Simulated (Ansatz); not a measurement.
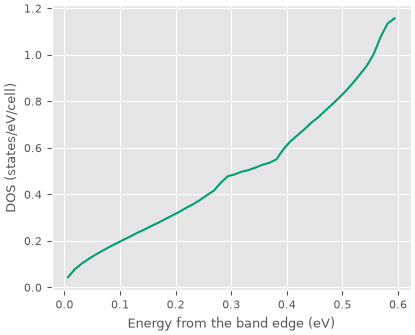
Figure. Density of states of SnS2 (P-3m1) above the conduction band minimum, Ansatz (a program for electronic structure) with PBEsol+D3BJ with spin-orbit coupling, rigid bands; cell volume 63.5 Å³.

Question: What effective density of states at 300 K does this give (∫ g(E) exp(−E/k_BT) dE, both spins, divided by the cell's size)?

Answer: 3.4e19 cm⁻³, a density-of-states mass of 1.23 mₑ, valleys and band degeneracy included.

Geometry: cell and atoms relaxed with PBEsol+D3(BJ).

PBEsol with a dispersion correction tends to overbind, so the cell can be several per cent short, in bad cases over ten, which usually narrows a gap: SnS2 (P-3m1).
